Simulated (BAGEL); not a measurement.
# A workflow on CH5BN2 (SMILES B1NCN1)

Wanted: a single-point energy (HF/def2-SVP), then a single-point energy (NEVPT2(2,2)/def2-SVP), then a single-point energy (CASPT2(2,2)/def2-SVP) of CH5BN2. 

The results are computed with BAGEL 1.2.2.

1 further run of the same task is left out (set aside as unsound or not needed).

### 1 The structure to begin with

CH5BN2: 9 atoms, total charge 0, spin state singlet. As SMILES, `B1NCN1`. Geometry: relaxed at PBE0-D4/def2-TZVP.

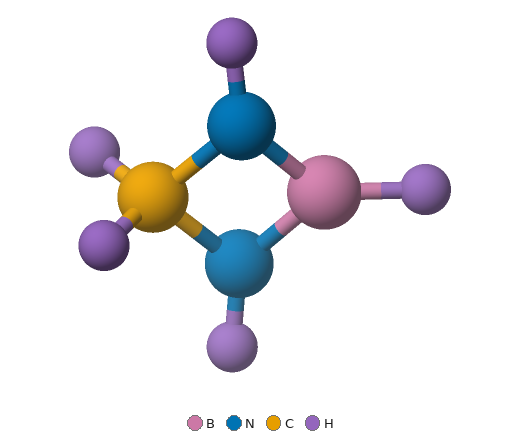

The structure, seen from a chosen angle (boron pink, nitrogen blue, carbon amber, hydrogen purple).

### 2 A single-point energy at HF/def2-SVP (density fitting with svp-jkfit) (run 1)

Input file input.json:

```json
{ "bagel": [

{
  "title": "molecule",
  "basis": "svp",
  "df_basis": "svp-jkfit",
  "angstrom": true,
  "geometry": [
    { "atom": "B", "xyz": [   -0.538105,    0.903808,   -0.424204 ] },
    { "atom": "N", "xyz": [    0.763895,    0.350108,   -0.630904 ] },
    { "atom": "C", "xyz": [    0.430095,   -0.702392,    0.321996 ] },
    { "atom": "N", "xyz": [   -0.891505,   -0.116192,    0.513496 ] },
    { "atom": "H", "xyz": [   -1.109600,    1.851900,   -0.864600 ] },
    { "atom": "H", "xyz": [    1.686495,    0.722008,   -0.761504 ] },
    { "atom": "H", "xyz": [    0.419995,   -1.707092,   -0.117104 ] },
    { "atom": "H", "xyz": [    1.046895,   -0.704092,    1.228596 ] },
    { "atom": "H", "xyz": [   -1.719805,   -0.644392,    0.716996 ] }
  ]
},
{ "title": "hf" },
{ "title": "print", "file": "orbitals.molden", "orbitals": true }

]}
```

Launch:

```
BAGEL_NUM_THREADS=1 BAGEL input.json > input.out
```

What it wrote:

```text
* using 1 threads per process

  ===============================================================
  ===============================================================

  *** Geometry ***

  { "atom" : "B", "xyz" : [     -1.016871,      1.707950,     -0.801629 ] },
  { "atom" : "N", "xyz" : [      1.443552,      0.661608,     -1.192236 ] },
  { "atom" : "C", "xyz" : [      0.812762,     -1.327329,      0.608484 ] },
  { "atom" : "N", "xyz" : [     -1.684700,     -0.219571,      0.970367 ] },
  { "atom" : "H", "xyz" : [     -2.096840,      3.499584,     -1.633857 ] },
  { "atom" : "H", "xyz" : [      3.187014,      1.364397,     -1.439034 ] },
  { "atom" : "H", "xyz" : [      0.793676,     -3.225936,     -0.221294 ] },
  { "atom" : "H", "xyz" : [      1.978345,     -1.330541,      2.321710 ] },
  { "atom" : "H", "xyz" : [     -3.249960,     -1.217724,      1.354926 ] },

  Number of auxiliary basis functions:      394

  Since a DF basis is specified, we compute 2- and 3-index integrals:
    o Being stored without compression. Storage requirement is 0.021 GB

  Number of basis functions:       81
  Number of electrons      :       30

    * METHOD: MOLECULE                             0.15

  *** RHF ***

  === Nuclear Repulsion ===
   114.5977269865

      * DIIS with orbital gradients will be used.

  === RHF iteration (svp) ===
      0       -174.05671512          0.02011988           0.03
      1       -174.20301408          0.01178305           0.03
      2       -174.25259057          0.00149861           0.03
      3       -174.25393319          0.00020358           0.03
      4       -174.25395621          0.00006265           0.03
      5       -174.25395892          0.00001399           0.03
      6       -174.25395916          0.00000426           0.03
      7       -174.25395918          0.00000148           0.03
      8       -174.25395918          0.00000047           0.03
      9       -174.25395918          0.00000015           0.03
     10       -174.25395918          0.00000005           0.03
     11       -174.25395918          0.00000001           0.03
     12       -174.25395918          0.00000000           0.03
    * SCF iteration converged.

    * Permanent dipole moment:
           (   -0.236691,     0.392677,    -0.182670) a.u.

    * METHOD: HF                                   0.52

    * METHOD: PRINT                                0.02

  ===============================================================
```

It took 0.83 s on 1 thread of Arm Neoverse V1, shared host; peak memory 0.15 GiB.

### 3 A single-point energy at NEVPT2(2,2)/def2-SVP (density fitting with svp-jkfit) (run 2)

Input file job.json:

```json
{ "bagel" : [

{
  "title" : "molecule",
  "basis" : "svp",
  "df_basis" : "svp-jkfit",
  "angstrom" : true,
  "geometry" : [
    { "atom" : "B", "xyz" : [   -0.538105,    0.903808,   -0.424204 ] },
    { "atom" : "N", "xyz" : [    0.763895,    0.350108,   -0.630904 ] },
    { "atom" : "C", "xyz" : [    0.430095,   -0.702392,    0.321996 ] },
    { "atom" : "N", "xyz" : [   -0.891505,   -0.116192,    0.513496 ] },
    { "atom" : "H", "xyz" : [   -1.109600,    1.851900,   -0.864600 ] },
    { "atom" : "H", "xyz" : [    1.686495,    0.722008,   -0.761504 ] },
    { "atom" : "H", "xyz" : [    0.419995,   -1.707092,   -0.117104 ] },
    { "atom" : "H", "xyz" : [    1.046895,   -0.704092,    1.228596 ] },
    { "atom" : "H", "xyz" : [   -1.719805,   -0.644392,    0.716996 ] }
  ]
},
{ "title" : "hf" },
{ "title" : "nevpt2", "nstate" : 1, "nact" : 2, "nclosed" : 14, "active" : [10, 24], "maxiter" : 200, "natocc" : true, "ncore" : 4 },
{ "title" : "print", "file" : "orbitals.molden", "orbitals" : true }

]}
```

Launch:

```
BAGEL_NUM_THREADS=1 BAGEL job.json > job.out
```

What it wrote:

```text
* using 1 threads per process

  ===============================================================
  ===============================================================

  *** Geometry ***

  { "atom" : "B", "xyz" : [     -1.016871,      1.707950,     -0.801629 ] },
  { "atom" : "N", "xyz" : [      1.443552,      0.661608,     -1.192236 ] },
  { "atom" : "C", "xyz" : [      0.812762,     -1.327329,      0.608484 ] },
  { "atom" : "N", "xyz" : [     -1.684700,     -0.219571,      0.970367 ] },
  { "atom" : "H", "xyz" : [     -2.096840,      3.499584,     -1.633857 ] },
  { "atom" : "H", "xyz" : [      3.187014,      1.364397,     -1.439034 ] },
  { "atom" : "H", "xyz" : [      0.793676,     -3.225936,     -0.221294 ] },
  { "atom" : "H", "xyz" : [      1.978345,     -1.330541,      2.321710 ] },
  { "atom" : "H", "xyz" : [     -3.249960,     -1.217724,      1.354926 ] },

  Number of auxiliary basis functions:      394

  Since a DF basis is specified, we compute 2- and 3-index integrals:
    o Being stored without compression. Storage requirement is 0.021 GB

  Number of basis functions:       81
  Number of electrons      :       30

    * METHOD: MOLECULE                             0.15

  *** RHF ***

  === Nuclear Repulsion ===
   114.5977269865

      * DIIS with orbital gradients will be used.

  === RHF iteration (svp) ===
      0       -174.05671512          0.02011988           0.03
      1       -174.20301408          0.01178305           0.03
      2       -174.25259057          0.00149861           0.03
      3       -174.25393319          0.00020358           0.03
      4       -174.25395621          0.00006265           0.03
      5       -174.25395892          0.00001399           0.03
      6       -174.25395916          0.00000426           0.03
      7       -174.25395918          0.00000148           0.03
      8       -174.25395918          0.00000047           0.03
      9       -174.25395918          0.00000015           0.03
     10       -174.25395918          0.00000005           0.03
     11       -174.25395918          0.00000001           0.03
     12       -174.25395918          0.00000000           0.03
    * SCF iteration converged.

    * Permanent dipole moment:
           (   -0.236691,     0.392677,    -0.182670) a.u.

    * METHOD: HF                                   0.50

    * freezing 4 orbitals
  ---------------------------
      CASSCF calculation
  ---------------------------

    ==== Active orbitals : =====
         Orbital 10
         Orbital 24
    ============================

    * nstate   :      1
    * nclosed  :     14
    * nact     :      2
    * nvirt    :     65
  === CASSCF iteration (svp) ===

    * Using the second-order algorithm

      0  0      -174.25503141     2.10e-04      0.01

      1  0      -174.26329127     7.19e-04      0.13

      2  0      -174.26662038     1.17e-03      0.16

      3  0      -174.26693761     1.03e-04      0.17

      4  0      -174.26694035     1.72e-05      0.18

      5  0      -174.26694040     3.40e-06      0.20

      6  0      -174.26694040     6.64e-07      0.19

      7  0      -174.26694040     1.29e-07      0.17

      8  0      -174.26694040     2.48e-08      0.16

      9  0      -174.26694040     4.77e-09      0.14

    * Second-order optimization converged. *

     guess   0:   closed 1.                   open ..

  === FCI iteration ===

      0  0      -174.25382817     7.42e-02      0.00
      1  0      -174.26693555     1.08e-03      0.00
      2  0 *    -174.26694040     8.41e-16      0.00

     * ci vector, state   0, <S^2> = 0.0000
       2.     0.9961203256
       .2    -0.0880016871

  === DF-NEVPT2 calculation ===

    * 3-index integral transformation done
    * assembly done

      NEVPT2 correlation energy:   -0.5370381426      0.17

          (+0)     -0.5025672051
          (+0)'    -0.0050865023
          (+1)     -0.0042070978
          (+1)'    -0.0000000000
          (+2)     -0.0000545126
          (-1)     -0.0138994674
          (-1)'     0.0000000000
          (-2)     -0.0112233575

      NEVPT2 total energy:       -174.8039785469

    * METHOD: NEVPT2                               1.82

    * METHOD: PRINT                                0.02

  ===============================================================
```

Run time: 2.6 s. Hardware: 1 thread of Arm Neoverse V1, shared host; peak memory 0.15 GiB.

### 4 The energy at CASPT2(2,2)/def2-SVP (density fitting with svp-jkfit) (run 3)

Input file input.json:

```json
{ "bagel": [

{
  "title": "molecule",
  "basis": "svp",
  "df_basis": "svp-jkfit",
  "angstrom": "true",
  "geometry": [
    { "atom": "B", "xyz": [      -0.538105,       0.903808,      -0.424204 ] },
    { "atom": "N", "xyz": [       0.763895,       0.350108,      -0.630904 ] },
    { "atom": "C", "xyz": [       0.430095,      -0.702392,       0.321996 ] },
    { "atom": "N", "xyz": [      -0.891505,      -0.116192,       0.513496 ] },
    { "atom": "H", "xyz": [      -1.109600,       1.851900,      -0.864600 ] },
    { "atom": "H", "xyz": [       1.686495,       0.722008,      -0.761504 ] },
    { "atom": "H", "xyz": [       0.419995,      -1.707092,      -0.117104 ] },
    { "atom": "H", "xyz": [       1.046895,      -0.704092,       1.228596 ] },
    { "atom": "H", "xyz": [      -1.719805,      -0.644392,       0.716996 ] }
  ]
},

{ "title": "hf" },

{ "title": "casscf", "nstate": 1, "nact": 2, "nclosed": 14, "active": [10, 24], "maxiter": 200, "natocc": "true" },

{ "title": "print", "file": "orbitals.molden", "orbitals": "true" },

{ "title": "smith", "method": "caspt2", "ms": "true", "xms": "true", "sssr": "true", "shift": 0.2, "shift_imag": "true", "ncore": 4 }

]}
```

Launch:

```
BAGEL_NUM_THREADS=1 BAGEL input.json > input.out
```

What it wrote:

```text
* using 1 threads per process

  ===============================================================
  ===============================================================

  *** Geometry ***

  { "atom" : "B", "xyz" : [     -1.016871,      1.707950,     -0.801629 ] },
  { "atom" : "N", "xyz" : [      1.443552,      0.661608,     -1.192236 ] },
  { "atom" : "C", "xyz" : [      0.812762,     -1.327329,      0.608484 ] },
  { "atom" : "N", "xyz" : [     -1.684700,     -0.219571,      0.970367 ] },
  { "atom" : "H", "xyz" : [     -2.096840,      3.499584,     -1.633857 ] },
  { "atom" : "H", "xyz" : [      3.187014,      1.364397,     -1.439034 ] },
  { "atom" : "H", "xyz" : [      0.793676,     -3.225936,     -0.221294 ] },
  { "atom" : "H", "xyz" : [      1.978345,     -1.330541,      2.321710 ] },
  { "atom" : "H", "xyz" : [     -3.249960,     -1.217724,      1.354926 ] },

  Number of auxiliary basis functions:      394

  Since a DF basis is specified, we compute 2- and 3-index integrals:
    o Being stored without compression. Storage requirement is 0.021 GB

  Number of basis functions:       81
  Number of electrons      :       30

    * METHOD: MOLECULE                             0.15

  *** RHF ***

  === Nuclear Repulsion ===
   114.5977269865

      * DIIS with orbital gradients will be used.

  === RHF iteration (svp) ===
      0       -174.05671512          0.02011988           0.03
      1       -174.20301408          0.01178305           0.03
      2       -174.25259057          0.00149861           0.03
      3       -174.25393319          0.00020358           0.03
      4       -174.25395621          0.00006265           0.03
      5       -174.25395892          0.00001399           0.03
      6       -174.25395916          0.00000426           0.03
      7       -174.25395918          0.00000148           0.03
      8       -174.25395918          0.00000047           0.03
      9       -174.25395918          0.00000015           0.03
     10       -174.25395918          0.00000005           0.03
     11       -174.25395918          0.00000001           0.03
     12       -174.25395918          0.00000000           0.03
    * SCF iteration converged.

    * Permanent dipole moment:
           (   -0.236691,     0.392677,    -0.182670) a.u.

    * METHOD: HF                                   0.49

  ---------------------------
      CASSCF calculation
  ---------------------------

    ==== Active orbitals : =====
         Orbital 10
         Orbital 24
    ============================

    * nstate   :      1
    * nclosed  :     14
    * nact     :      2
    * nvirt    :     65
  === CASSCF iteration (svp) ===

    * Using the second-order algorithm

      0  0      -174.25503141     2.10e-04      0.01

      1  0      -174.26329127     7.19e-04      0.14

      2  0      -174.26662038     1.17e-03      0.16

      3  0      -174.26693761     1.03e-04      0.17

      4  0      -174.26694035     1.72e-05      0.18

      5  0      -174.26694040     3.40e-06      0.20

      6  0      -174.26694040     6.64e-07      0.19

      7  0      -174.26694040     1.29e-07      0.17

      8  0      -174.26694040     2.48e-08      0.16

      9  0      -174.26694040     4.77e-09      0.14

    * Second-order optimization converged. *

     guess   0:   closed 1.                   open ..

  === FCI iteration ===

      0  0      -174.25382817     7.42e-02      0.00
      1  0      -174.26693555     1.08e-03      0.00
      2  0 *    -174.26694040     8.41e-16      0.00

     * ci vector, state   0, <S^2> = 0.0000
       2.     0.9961203256
       .2    -0.0880016871

    * METHOD: CASSCF                               1.59

    * METHOD: PRINT                                0.02

  === SMITH program ===

    * freezing 4 orbitals

    * Approximate memory requirement for SMITH calulation per MPI process:
      o Storage requirement for T-amplitude, lambda, and residual is 0.02 GB
      o Storage requirement for MO integrals is 0.01 GB
    * Calculating and saving rdm4f

    * Zeroth order energy : state  0       -1.0488325003

    * CASPT2 iteration is performed using orthogonal basis

      -------------------------------------------  CASPT2 iteration  ---------------------------------------------------
       #      aibj      arbs      arbi      airj      risj      airs      arst      rist         Etot      error   time
      ------------------------------------------------------------------------------------------------------------------

       0  -0.50147  -0.01363  -0.01436  -0.00498  -0.00009  -0.00448  -0.00000  -0.00000   -0.5390069  0.0011375   0.07
       1  -0.50172  -0.01368  -0.01439  -0.00511  -0.00010  -0.00461   0.00000  -0.00000   -0.5395992  0.0001790   0.06
       2  -0.50172  -0.01368  -0.01440  -0.00511  -0.00010  -0.00461  -0.00000  -0.00000   -0.5396136  0.0000307   0.06
       3  -0.50172  -0.01368  -0.01440  -0.00512  -0.00010  -0.00461   0.00000  -0.00000   -0.5396140  0.0000062   0.06
       4  -0.50172  -0.01368  -0.01440  -0.00512  -0.00010  -0.00461   0.00000  -0.00000   -0.5396140  0.0000014   0.06
       5  -0.50172  -0.01368  -0.01440  -0.00512  -0.00010  -0.00461  -0.00000  -0.00000   -0.5396140  0.0000003   0.07

      ------------------------------------------------------------------------------------------------------------------

    * CASPT2 energy : state  0     -174.8089829322
        w/o shift correction       -174.8065543873
        reference weight              0.8553646178

    * METHOD: SMITH                                0.54

  ===============================================================
```

Wall time 2.9 s (1 thread of Arm Neoverse V1, shared host); peak memory 0.17 GiB.

### 5 Outcome

| quantity | value |
| --- | --- |
| run 1, HF/def2-SVP: total energy | -174.25396 Eh |
| run 1, HF/def2-SVP: dipole moment | 1.25 D |
| run 1, HF/def2-SVP: HOMO energy | -10.33 eV |
| run 1, HF/def2-SVP: LUMO energy | 4.91 eV |
| run 1, HF/def2-SVP: HOMO–LUMO gap | 15.24 eV |
| run 2, NEVPT2(2,2)/def2-SVP: total energy | -174.80398 Eh |
| run 3, CASPT2(2,2)/def2-SVP: total energy | -174.80898 Eh |
